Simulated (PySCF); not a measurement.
# C12H24O6 (18-crown-6): the cost of one run

Programs: PySCF 2.14.0, with routines of our own; each step states its level. All values are computed. Atoms count from 0.

## 1. The starting structure

42 atoms, charge 0, multiplicity 1; geometry from: GFN2-xTB.

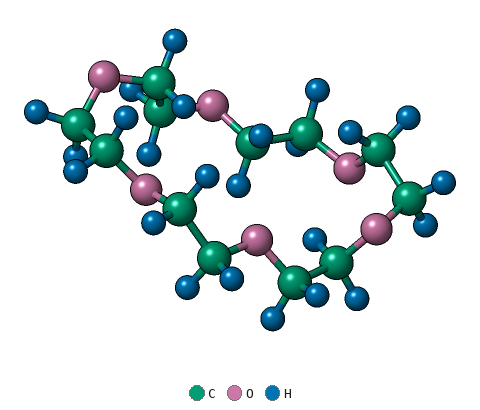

The starting geometry (carbon teal, oxygen pink, hydrogen blue).

## 2. NMR shifts: GIAO KT3/pcSseg-1

Job settings and geometry (Å):

```
{"job": {"kind": "nmr", "xc": "KT3", "basis": "pcSseg-1", "pop": false}, "charge": 0, "multiplicity": 1}
C      1.457593     2.817251    -1.674256
C      0.355602     3.870497    -1.504165
O     -0.841446     3.344904    -0.985710
C     -0.779963     3.028076     0.390872
C     -1.978270     2.166923     0.766647
O     -1.765737     0.836257     0.351393
C     -2.781985    -0.028569     0.793977
C     -2.638444    -1.400566     0.145512
O     -1.551752    -2.093387     0.709581
C     -1.497802    -3.448957     0.318816
C     -0.176490    -4.065608     0.794570
O      0.861038    -3.977239    -0.153561
C      1.282598    -2.669390    -0.484690
C      2.131730    -2.016915     0.620500
O      2.801494    -0.858130     0.179408
C      1.985607     0.290238     0.104511
C      2.877468     1.463413    -0.321631
O      2.164269     2.669887    -0.454733
H      0.989830     1.875180    -1.979429
H      2.156297     3.134998    -2.462719
H      0.090237     4.275330    -2.483664
H      0.735297     4.679183    -0.865022
H      0.140139     2.486029     0.622773
H     -0.799728     3.957773     0.981338
H     -2.118448     2.203475     1.858241
H     -2.878728     2.573267     0.283088
H     -3.769218     0.380116     0.526084
H     -2.736302    -0.141249     1.887933
H     -2.492958    -1.277878    -0.937683
H     -3.567908    -1.967499     0.312482
H     -2.345676    -3.993274     0.763605
H     -1.566581    -3.544200    -0.775081
H     -0.310492    -5.138024     0.953366
H      0.101493    -3.594010     1.744756
H      0.423719    -2.031610    -0.717191
H      1.898828    -2.785420    -1.380326
H      1.499671    -1.781997     1.487350
H      2.915979    -2.716023     0.923804
H      1.169591     0.151296    -0.616284
H      1.533278     0.501273     1.084775
H      3.629392     1.640490     0.451135
H      3.392605     1.200010    -1.253751
```

With the program's defaults for keys left out, this is: GIAO KT3/pcSseg-1 NMR shielding, non-relativistic, gas phase.

Launch:

```sh
OMP_NUM_THREADS=1 python large_run.py task.json out
```

This one command runs all jobs of the session in turn.

Q: Estimate the wall time and peak memory of this job on 1 thread of Arm Neoverse V1, shared host.

About 52 s, with a peak of 0.59 GiB.
